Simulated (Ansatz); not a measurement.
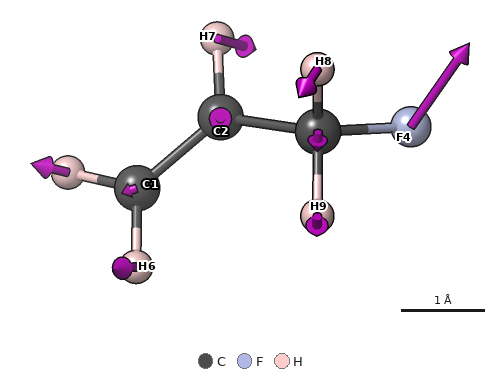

A relaxation of C₃H₅F (coarse preliminary run). The starting structure is drawn; purple arrows show the displacements, magnified 10 times. The two geometries are superimposed by the best rigid fit.

Style: ball-and-stick. Shown at a tilt.

The start comes from a force field.

The calculation used Ansatz, RKS PBE-D4/def2-SVP. (force threshold 0.03 eV/Å; at most 200 steps)

Q: Describe the change and its energy.

A: After 6 geometry steps the energy has fallen by 2.74 kcal/mol. Largest force component: 1.8 eV/Å at the start, 0.014 eV/Å at the end. The largest move after the best rigid fit is that of the F atom, 0.13 Å. Largest moves by element: F 0.13 Å, H 0.08 Å, C 0.04 Å. Among the contacts that change: C–F 1.349 → 1.391 Å, C–H 1.078 → 1.116 Å, C–C 1.482 → 1.497 Å, C–C 1.331 → 1.343 Å. Among the angles between lasting bonds that change: F–C–H 111.9° → 107.7°, F–C–H 106.0° → 109.2°, C–C–H 117.8° → 120.3°.
